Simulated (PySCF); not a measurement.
# Ar: dipole response in aug-cc-pwCVQZ

How polarisable is Ar at the levels listed below?

Method: unrestricted determinants in a Gaussian basis, no spin-orbit coupling in the energies. Code: PySCF 2.14.0.

## Step 1: The system

| Item | Value |
| --- | --- |
| Element | argon (Z = 18) |
| Basis | aug-cc-pwCVQZ (10s9p7d5f3g, 134 functions) |
| Hamiltonian | the non-relativistic Hamiltonian (point nucleus) |
| State 1 | Ar: [Ar], closed-shell 1S |
| Methods | UHF, PBE, PBE0 |

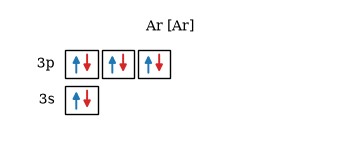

Occupation of the outer shells (arrows by Hund's rule).

One driver process ran all states and methods and kept the integrals in memory. Each run is shown as the PySCF script that is equivalent to it; the logs are those of the runs themselves. The driver starts from symmetry-adapted Hartree-Fock orbitals, holds the occupation by maximum overlap and uses a logarithmic radial grid for functionals, so a plain start would take other cycles.

The integrals over 134 functions and the set-up took 1.3 s of CPU time.

## Step 2: Ar, method by method

Level: UHF.

Contents of input.py:

```python
from pyscf import gto, scf, dft, mp, cc
import basis_set_exchange as bse
mol = gto.M(atom="Ar 0 0 0", charge=0, spin=0, symmetry="D2h",
            basis=gto.basis.parse(bse.get_basis("aug-cc-pwCVQZ", elements=["Ar"], fmt="nwchem")))
mf = scf.UHF(mol)
mf.irrep_nelec = {'Ag': (3, 3), 'B1u': (2, 2), 'B2u': (2, 2), 'B3u': (2, 2)}
mf.kernel()
```

What it wrote:

```text
damping factor = 0
level_shift factor = 0
DIIS = <class 'pyscf.scf.diis.CDIIS'>
diis_start_cycle = 1
diis_space = 10
diis_damp = 0
SCF conv_tol = 1e-09
SCF conv_tol_grad = None
number electrons alpha = 9  beta = 9
cycle= 1 E= -526.816805434578  delta_E= -7.37e-11  |g|= 4.35e-06  |ddm|= 3.26e-05
converged SCF energy = -526.816805434578  <S^2> = 3.5527137e-15  2S+1 = 1
```

CPU time 19 s on a shared host, the integrals not counted.

The occupied shells:

| shell | electrons | mean orbital energy (eV) | spread (eV) | rms radius (bohr) |
| --- | --- | --- | --- | --- |
| 1s | 2 | -3227.6 | 0 | 0.0998 |
| 2s | 2 | -335.31 | 0 | 0.449 |
| 2p | 6 | -260.46 | 0 | 0.418 |
| 3s | 2 | -34.761 | 0 | 1.53 |
| 3p | 6 | -16.084 | 0 | 1.82 |

⟨S²⟩ = 0.000, ⟨L²⟩ = 0.00.

The driver then solved the coupled dipole response at imaginary frequencies: mean α = 10.74 bohr³, C₆ = 62.03 au for a like pair.

Level: PBE.

input.py differs from the last one in:

```diff
@@ -4,3 +4,3 @@
             basis=gto.basis.parse(bse.get_basis("aug-cc-pwCVQZ", elements=["Ar"], fmt="nwchem")))
-mf = scf.UHF(mol)
+mf = dft.UKS(mol, xc="PBE")
 mf.irrep_nelec = {'Ag': (3, 3), 'B1u': (2, 2), 'B2u': (2, 2), 'B3u': (2, 2)}
```

What it wrote:

```text
damping factor = 0
level_shift factor = 0
DIIS = <class 'pyscf.scf.diis.CDIIS'>
diis_start_cycle = 1
diis_space = 10
diis_damp = 0
SCF conv_tol = 1e-09
SCF conv_tol_grad = None
number electrons alpha = 9  beta = 9
XC functionals = PBE
    J. P. Perdew, K. Burke, and M. Ernzerhof.,  Phys. Rev. Lett. 77, 3865 (1996)
    J. P. Perdew, K. Burke, and M. Ernzerhof.,  Phys. Rev. Lett. 78, 1396 (1997)
    J. P. Perdew, K. Burke, and M. Ernzerhof.,  Phys. Rev. Lett. 77, 3865 (1996)
    J. P. Perdew, K. Burke, and M. Ernzerhof.,  Phys. Rev. Lett. 78, 1396 (1997)
cycle= 1 E= -527.345151080136  delta_E= -0.0105  |g|= 0.0166  |ddm|= 0.764
cycle= 2 E= -527.34516345253  delta_E= -1.24e-05  |g|= 0.0148  |ddm|= 0.0673
cycle= 3 E= -527.345244795142  delta_E= -8.13e-05  |g|= 0.00235  |ddm|= 0.0321
cycle= 4 E= -527.345245237853  delta_E= -4.43e-07  |g|= 0.000158  |ddm|= 0.00256
cycle= 5 E= -527.345245248951  delta_E= -1.11e-08  |g|= 3.16e-06  |ddm|= 0.000329
cycle= 6 E= -527.345245248956  delta_E= -4.89e-12  |g|= 1.03e-07  |ddm|= 6.25e-06
converged SCF energy = -527.345245248956  <S^2> = 5.3290705e-15  2S+1 = 1
```

CPU time 3.2 s on a shared host, the integrals not counted.

The driver then solved the coupled dipole response at imaginary frequencies: mean α = 11.85 bohr³, C₆ = 69.76 au for a like pair.

Level: PBE0.

input.py differs from the last one in:

```diff
@@ -4,3 +4,3 @@
             basis=gto.basis.parse(bse.get_basis("aug-cc-pwCVQZ", elements=["Ar"], fmt="nwchem")))
-mf = dft.UKS(mol, xc="PBE")
+mf = dft.UKS(mol, xc="PBE0")
 mf.irrep_nelec = {'Ag': (3, 3), 'B1u': (2, 2), 'B2u': (2, 2), 'B3u': (2, 2)}
```

What it wrote:

```text
damping factor = 0
level_shift factor = 0
DIIS = <class 'pyscf.scf.diis.CDIIS'>
diis_start_cycle = 1
diis_space = 10
diis_damp = 0
SCF conv_tol = 1e-09
SCF conv_tol_grad = None
number electrons alpha = 9  beta = 9
XC functionals = PBE0
    C. Adamo and V. Barone.,  J. Chem. Phys. 110, 6158 (1999)
    M. Ernzerhof and G. E. Scuseria.,  J. Chem. Phys. 110, 5029 (1999)
cycle= 1 E= -527.387325595222  delta_E= -0.00549  |g|= 0.0153  |ddm|= 0.547
cycle= 2 E= -527.387370114827  delta_E= -4.45e-05  |g|= 0.0112  |ddm|= 0.0559
cycle= 3 E= -527.387409369249  delta_E= -3.93e-05  |g|= 0.00107  |ddm|= 0.0235
cycle= 4 E= -527.387409412498  delta_E= -4.32e-08  |g|= 0.000115  |ddm|= 0.00109
cycle= 5 E= -527.387409418046  delta_E= -5.55e-09  |g|= 1.16e-06  |ddm|= 0.000283
cycle= 6 E= -527.387409418046  delta_E= -3.41e-13  |g|= 9.73e-08  |ddm|= 4.62e-06
converged SCF energy = -527.387409418046  <S^2> = 1.7763568e-15  2S+1 = 1
```

CPU time 21 s on a shared host, the integrals not counted.

The driver then solved the coupled dipole response at imaginary frequencies: mean α = 11.37 bohr³, C₆ = 66.39 au for a like pair.

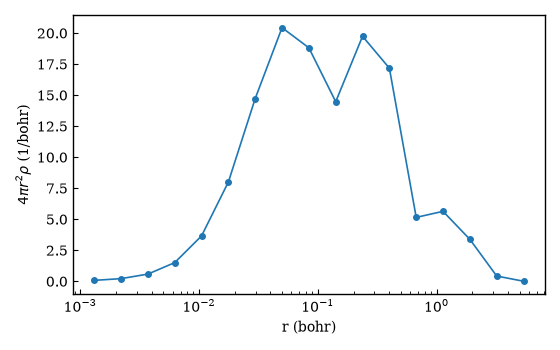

Radial density 4πr²ρ of Ar at UHF, at 17 stored radii joined by straight lines.

## Step 3: Polarisabilities and C₆

Ar, in atomic units:

| method | mean α | C₆ (like pair) | S(−4) |
| --- | --- | --- | --- |
| UHF | 10.74 | 62.03 | 24.92 |
| PBE | 11.85 | 69.76 | 33.71 |
| PBE0 | 11.37 | 66.39 | 29.75 |

Reference α: 11.083 ± 0.007 bohr³ (recommended; Schwerdtfeger and Nagle, table of static dipole polarizabilities (2023 update)). Published C₆: 64.20 (Chu and Dalgarno (2004); Tang, Norbeck and Certain (1976)).

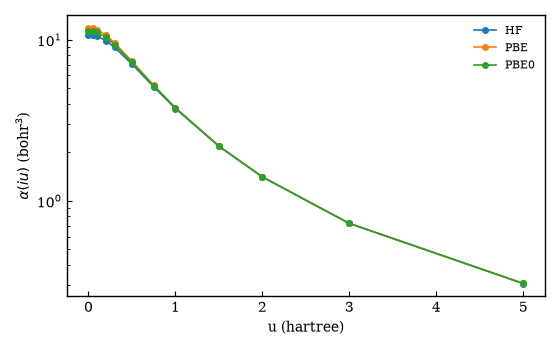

α(iu) of Ar, the polarisability at imaginary frequency, on a logarithmic scale.

## Step 4: Summary of results

| quantity | value |
| --- | --- |
| α of Ar | 10.74 (UHF) to 11.85 (PBE) bohr³; reference 11.08 |

What this shows: For Ar PBE0 is nearest the reference (+3 %). The basis is finite, and no extrapolation was made.
